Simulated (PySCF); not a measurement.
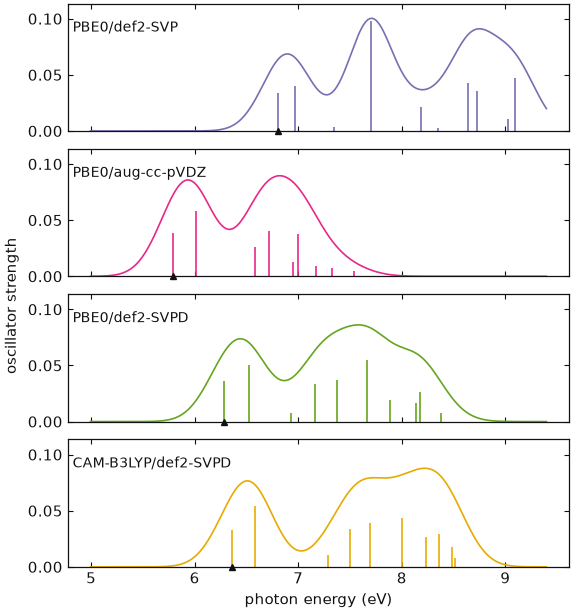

Vertical TDDFT spectra of GeN₂H₆, SMILES [NH2][GeH2][NH2], singlet at one geometry and several levels (PySCF 2.14.0, at a PBE0-D3(BJ)/def2-SVP geometry (no frequency check)); sticks with Gaussians of 1/e half-width 0.30 eV, the triangle marks S1, which has the same leading orbital pair at all these levels. Only the lowest states were computed, so the high end is incomplete.

Order the levels by their S1 energy.

From lowest to highest: PBE0/aug-cc-pVDZ 5.79 eV, PBE0/def2-SVPD 6.28 eV, CAM-B3LYP/def2-SVPD 6.36 eV, PBE0/def2-SVP 6.80 eV; a spread of 1.01 eV.

Limits of at least one run: core orbitals are frozen in the response; def2-SVP has no diffuse functions, so states with Rydberg character are missing or too high; states above the negative HOMO energy depend on the basis.
